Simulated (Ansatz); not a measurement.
GaCuSe2 under a change: Se on a Ga site (antisite), symmetric start

Take a 16-atom supercell of GaCuSe2 in the chalcopyrite structure (space group I-42d, No. 122; a = 5.6083 Å, c = 11.0975 Å) at its relaxed geometry as the base.

Modification: one Ga atom is replaced by Se, atoms relaxed at fixed cell.

All numbers come from r2SCAN, PAW, 500 eV (Ansatz, a quantum-chemistry and plane-wave program; no SOC). k-mesh 3×4×4 (Γ-centred); smearing 0.01 eV (Fermi–Dirac).

The pressure goes from zero to 2.5 GPa and the energy gained by relaxation amounts to 1.26 eV. The largest displacement of a host atom from its site in the perfect cell comes out as 0.36 Å.

Final structure:

```
CELL_PARAMETERS angstrom
     -5.60828     5.60828     0.00000
      2.80414     2.80414     5.54875
      2.80414     2.80414    -5.54875
ATOMIC_POSITIONS crystal
  Cu 0.25000 0.50711 0.99289
  Cu 0.75000 0.01230 0.48770
  Cu 0.00831 0.00519 0.99705
  Cu 0.49169 0.50295 0.49481
  Se 0.75000 0.45163 0.04837
  Ga 0.25000 0.00625 0.49375
  Ga 0.01203 0.51722 0.51888
  Ga 0.48797 0.98112 0.98278
  Se 0.00041 0.13917 0.37148
  Se 0.48410 0.61632 0.85803
  Se 0.01590 0.64197 0.88368
  Se 0.49959 0.12852 0.36083
  Se 0.75005 0.64866 0.42541
  Se 0.24792 0.13676 0.86977
  Se 0.25208 0.63023 0.36324
  Se 0.74995 0.07459 0.85134
```

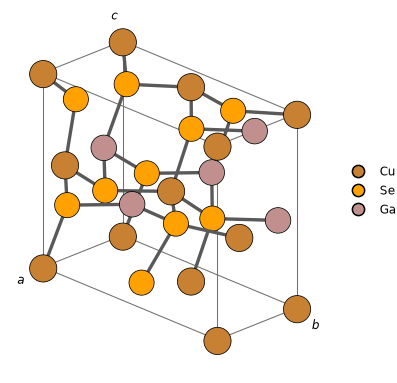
*The relaxed cell after the change*

Cost of the whole job for the changed cell (relaxation, final SCF and bands): very roughly 30 core-minutes.

The magnetic state is the one reached from the starting moments; the real material's order can differ, and small cells can't hold many antiferromagnetic ones. The cell is small, so the values are those of an ordered compound at a high defect concentration; dilute-limit values will differ. A case with no gap was solved on a k-mesh chosen for an insulator, which is coarse for it. The defect started on the symmetric site and kept its symmetry, so it may sit on a saddle. Seeded moments were not kept for Se on a Ga site (antisite). Spin-polarised in the final run: Se on a Ga site (antisite); the other runs are not. The defect cell is spin-polarised and ends with 0.0 μB.
